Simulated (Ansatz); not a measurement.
# NOF (SMILES O=NF) at CAM-B3LYP/STO-3G

Aim: the electronic atomisation energy of NOF at CAM-B3LYP/STO-3G, from 4 runs. 

The results are computed with Ansatz 0.2.0.

66 further runs of the same task are left out: 15 that didn't finish, 51 set aside as unsound or not needed.

### Step 1. The molecule

The species is NOF (3 atoms), meant as a singlet with charge 0. As SMILES, `O=NF`. Geometry: relaxed at GFN2-xTB.

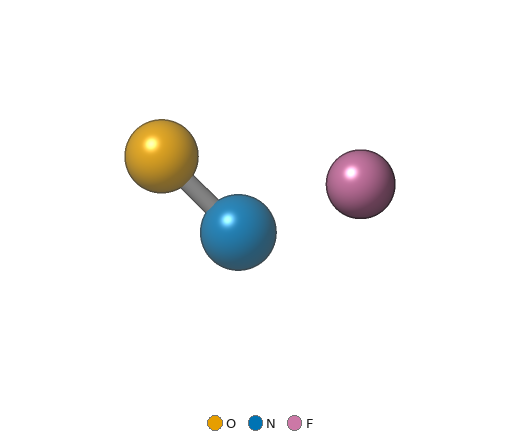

The structure, seen from a chosen angle (oxygen amber, nitrogen blue, fluorine pink).

### Step 2. A single-point energy at CAM-B3LYP/STO-3G

File molecule.yaml:

```yaml
crystal:
  periodic: [false, false, false]
  atoms:
    - {symbol: O, position_ang: [0.881240, 0.243070, 0.511850]}
    - {symbol: "N", position_ang: [0.147270, -0.481640, 0.029090]}
    - {symbol: F, position_ang: [-1.028520, 0.238580, -0.540950]}
basis:
  gaussian:
    orbitals: STO-3G
hamiltonian:
  xc: {name: CAM-B3LYP}
accuracy: high
```

Started as:

```sh
$ ansatz run molecule.yaml --threads 1 --pin off --max-ram 2610MiB --events-out events.jsonl --progress --plain --runs-dir runs
```

The log of the run:

```text
Warning: RAYON_NUM_THREADS=1 ignored (pool sized by the plan → 1); use --threads N
Functional definition: CAM-B3LYP
  name "CAM-B3LYP"
  parameter alpha = 0.19
  parameter beta = 0.46
  parameter omega = 0.33/bohr
  parameter ac = 0.81
  exchange = (1 - alpha - beta)*b88_x + beta*b88_x_sr(omega) + alpha*exact_x + beta*exact_x_lr(omega)
  correlation = (1 - ac)*vwn5_c + ac*lyp_c
251 factors; integrals over basis functions are off by at most 3.5e-8 eV
121 factors; integrals over basis functions are off by at most 1.5e-9 eV
mean field evaluation 1: about -6158.3467 eV, gradient 2.4e1 eV
mean field evaluation 2: about -6153.8121 eV, gradient 4.9e1 eV
mean field evaluation 4: about -6160.4575 eV, gradient 2.7e0 eV
mean field evaluation 8: about -6160.4743 eV, gradient 5.2e-2 eV
mean field evaluation 16: about -6160.4743 eV, gradient 2.0e-7 eV
mean field -6160.47431421 eV, -226.3932553279 hartree, gradient 3.4e-8 eV, S^2 0.000000; 0 other end points of the search recorded, 0 dependent functions left out
reference -6160.47432121 eV, -226.3932555851 hartree; 12, 12 occupied and 3, 3 virtual orbitals, 251 factors
Total energy: -6160.47432121 eV, -226.3932555851 hartree
```

Wall time 0.76 s (1 thread of Arm Neoverse V1, shared host).

### Step 3. The F atom

File molecule.yaml:

```yaml
crystal:
  periodic: [false, false, false]
  atoms:
    - symbol: F
      position_ang: [0.000000, 0.000000, 0.000000]
basis:
  gaussian:
    orbitals: STO-3G
magnetization:
  spin_polarized: true
  initial_magnetization: 1
hamiltonian:
  xc: {name: CAM-B3LYP}
accuracy: high
```

Run the same way, it converges to -98.23985 Eh (log not shown).

### Step 4. The N atom at the same level

File in.yaml:

```yaml
crystal:
  periodic: [false, false, false]
  atoms:
    - {symbol: "N", position_ang: [0.000000, 0.000000, 0.000000]}
basis:
  gaussian:
    orbitals: STO-3G
accuracy: high
magnetization:
  spin_polarized: true
  initial_magnetization: 3
hamiltonian:
  xc: {name: CAM-B3LYP}
```

Run the same way, it converges to -53.86224 Eh (log not shown).

### Step 5. The O atom at the same level

File run.yaml:

```yaml
basis:
  gaussian: {orbitals: STO-3G}
crystal:
  periodic: [false, false, false]
  atoms:
    - {symbol: O, position_ang: [0.000000, 0.000000, 0.000000]}
magnetization: {spin_polarized: true, initial_magnetization: 2}
hamiltonian: {xc: {name: CAM-B3LYP}}
accuracy: high
```

Run the same way, it converges to -74.00745 Eh (log not shown).

### Step 6. What came out

Level: CAM-B3LYP/STO-3G.

| quantity | value |
| --- | --- |
| molecule: total energy | -226.39326 Eh |
| F atom: total energy | -98.23985 Eh |
| F atom: ⟨S²⟩ | 0.750 |
| N atom: total energy | -53.86224 Eh |
| N atom: ⟨S²⟩ | 3.750 |
| O atom: total energy | -74.00745 Eh |
| O atom: ⟨S²⟩ | 2.000 |
| electronic atomisation energy | 7.720 eV |

What this shows: Taking the molecule apart into free atoms costs 7.72 eV (178 kcal/mol), before zero-point energy and without spin-orbit coupling. In a minimal basis such a difference can be off by several eV, whatever the method.
